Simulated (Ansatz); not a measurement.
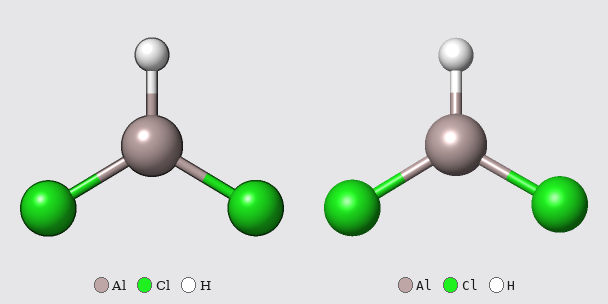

Both panels show the same species.

The geometry was computed by an optimisation with PBE0-D4/def2-TZVP.

Description:

Formula AlCl₂H. The point group is C2v. All atoms lie on one plane. Coordination: 1 Al trigonal planar.

More results for the same structure follow; atom numbers are the same in all pictures, views and colours differ.

## Dipole moment

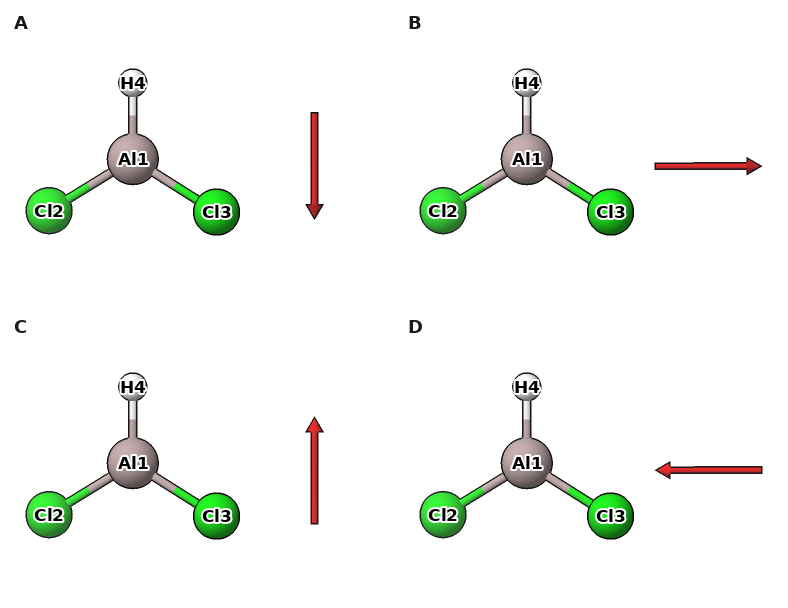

The same molecule four times, each with an arrow. Properties computed with RKS PBE0-D4/def2-TZVP (Ansatz 0.2.0).

Which arrow points along the dipole moment, from the negative to the positive end?

C. The dipole moment is 1.02 D; it points from the side of Cl2, Cl3 to the side of H4 (the outermost atoms at the two ends).

## Electronic properties

Properties computed with RKS PBE0-D4/def2-TZVPP (Ansatz 0.2.0).

Predict the main results.

- HOMO energy (Kohn–Sham orbital): −9.32 eV
- LUMO energy (Kohn–Sham orbital): −1.43 eV
- HOMO–LUMO gap: 7.89 eV

## Thermal motion

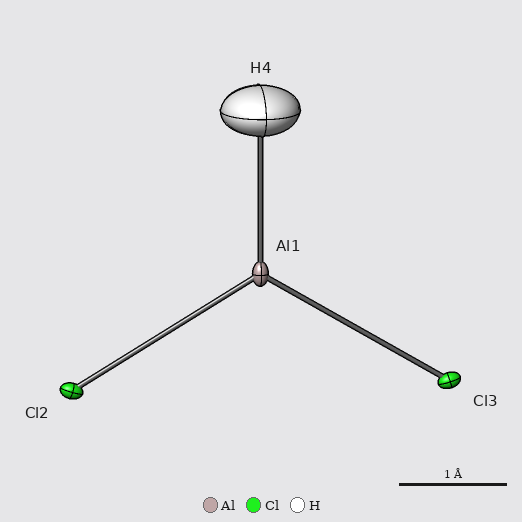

Displacement ellipsoids at the 50 % level, enlarged 1.5 times, from the internal vibrations of the free molecule (harmonic, no overall translation or rotation; no half-axis is drawn under 0.075 Å). Vibrations computed with RKS PBE0-D4/def2-TZVP (Ansatz 0.2.0). Temperature: 200 K.

Which atom has the largest mean-square displacement?

H4, with U_eq = 0.0228 Å².

Does H4 move more along its bond or across it?

Across it: the root-mean-square amplitude is 0.103 Å along the bond and up to 0.179 Å across, since bending and torsion are softer than stretching.

Give the displacement parameters, one line for each set of equivalent atoms.

```json
{"atom": "Al1", "U_eq (Å²)": "0.0012", "rms amplitudes (Å)": "0.016, 0.026, 0.051"}
{"atom": "Cl2, Cl3", "U_eq (Å²)": "0.00084", "rms amplitudes (Å)": "0.004, 0.017, 0.047"}
{"atom": "H4", "U_eq (Å²)": "0.0228", "rms amplitudes (Å)": "0.103, 0.161, 0.179"}
```
